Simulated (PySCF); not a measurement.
Consider C3H10N2Si.

Input

```
{"job": {"kind": "nmr", "xc": "PBE0", "basis": "pcSseg-1", "pop": false}, "charge": 0, "multiplicity": 1}
C      1.701400     0.719400    -0.096700
Si     0.344000    -0.654500     0.000800
N     -0.420500    -0.789100     1.503400
C     -1.846000    -0.962600     1.375500
C     -2.251600    -0.175700     0.160400
N     -1.153400    -0.149700    -0.740200
H      1.250300     1.668900     0.168500
H      2.143300     0.688000    -1.148100
H      2.587000     0.502300     0.513800
H      0.987300    -1.898200    -0.438100
H     -0.103500    -1.000800     2.390300
H     -2.175600    -1.994800     1.218300
H     -2.413400    -0.507700     2.247400
H     -3.215200    -0.570800    -0.197700
H     -2.489700     0.853700     0.573300
H     -1.233200     0.491900    -1.555100
```

Command:

```sh
OMP_NUM_THREADS=1 python probes_run.py task.json out
```

Geometry: GFN2-xTB, MD frame at 250 fs, 400 K.

Theory: PySCF, PBE0/pcSseg-1, SCF density, gas phase, non-relativistic.

Predict the electron density and electron localisation function between the atoms.

Answer. C–N (1.42 Å): ρ is about 2 e/Å³ halfway; the ELF peaks at about 0.90 between the atoms: a covalent bond.
Si–N (1.69 Å): ρ at the midpoint is about 1.1 e/Å³; the ELF peaks at about 0.90 between the atoms (a polar covalent bond).
N–H (0.97 Å): the density is about 3.1 e/Å³ at the midpoint; the ELF climbs to about 1 towards the hydrogen, as it does in any bond to H; a covalent bond by its length.
Si–N (1.75 Å): ρ at the midpoint is about 1.1 e/Å³; the ELF peaks at about 0.90 between the atoms; a polar covalent bond.

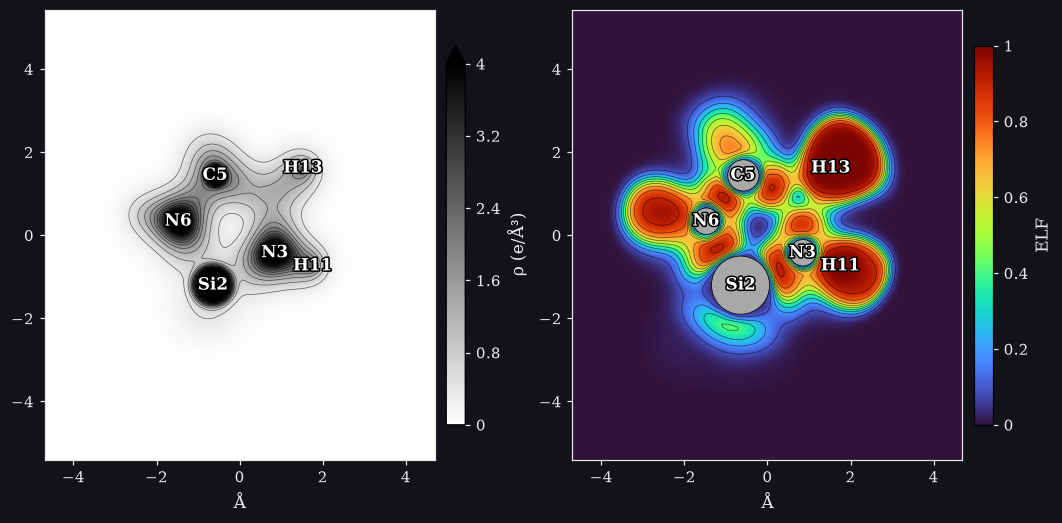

Computed electron density and electron localisation function on the plane of atoms N3, Si2 and N6, in this order. Grey discs cover the atomic cores in the ELF map. 
